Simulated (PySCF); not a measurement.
System: C$_{5}$H$_{12}$OSi.

Input file:

```
{"job": {"kind": "nmr", "xc": "PBE0", "basis": "pcSseg-1"}, "charge": 0, "multiplicity": 1}
C      1.099461     1.320269     0.653269
C      0.535274     0.270420    -0.303877
Si     1.854309    -1.086136    -0.611889
C     -0.782578    -0.320353     0.206662
C     -1.817586     0.733117     0.627065
C     -1.420760    -1.185634    -0.844677
O     -0.978188    -1.405533    -1.936843
H      1.205064     0.907944     1.655333
H      0.462713     2.201055     0.706575
H      2.082573     1.643216     0.317707
H      0.315271     0.765014    -1.255783
H      2.894194    -0.499021    -1.457992
H      1.332105    -2.312643    -1.198322
H      2.425651    -1.416594     0.702079
H     -0.592921    -0.966649     1.073987
H     -2.770451     0.259341     0.856246
H     -1.973089     1.449895    -0.176447
H     -1.485108     1.266445     1.512430
H     -2.395737    -1.614904    -0.532984
```

Command:

```sh
OMP_NUM_THREADS=1 python probes_run.py task.json out
```

Geometry: GFN2-xTB.

The calculation used PBE0/pcSseg-1, SCF density, gas phase, non-relativistic (PySCF).

What can the converged electron density and electron localisation function tell about the bonding?

C–O (1.20 Å): ρ at the midpoint is about 3.4 e/Å³; the ELF peaks at about 0.85 between the atoms (a short, multiple covalent bond).
C–C (1.50 Å): the density is about 1.8 e/Å³ at the midpoint; the ELF peaks at about 0.95 between the atoms; localised, covalent bonding.
C–H (1.09 Å): ρ is about 2 e/Å³ halfway; the ELF climbs to about 1 towards the hydrogen, as it does in any bond to H (an ordinary covalent bond to hydrogen).

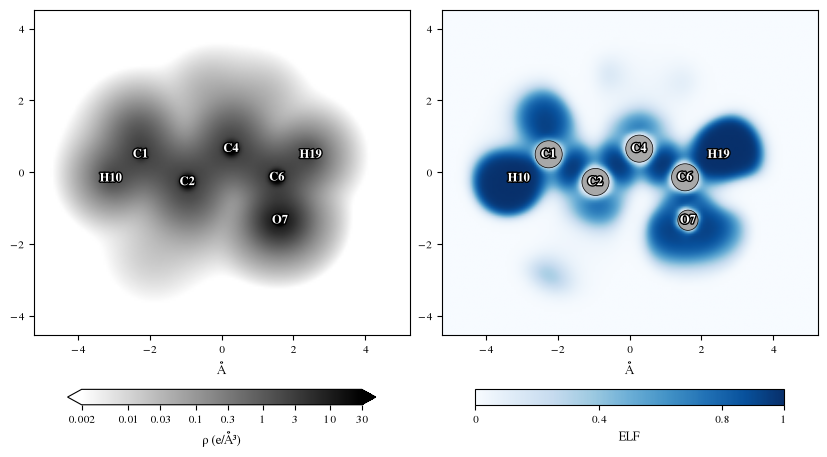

Computed electron density and electron localisation function on the plane of atoms C2, C4 and C6, in this order. Grey discs cover the atomic cores in the ELF map. 
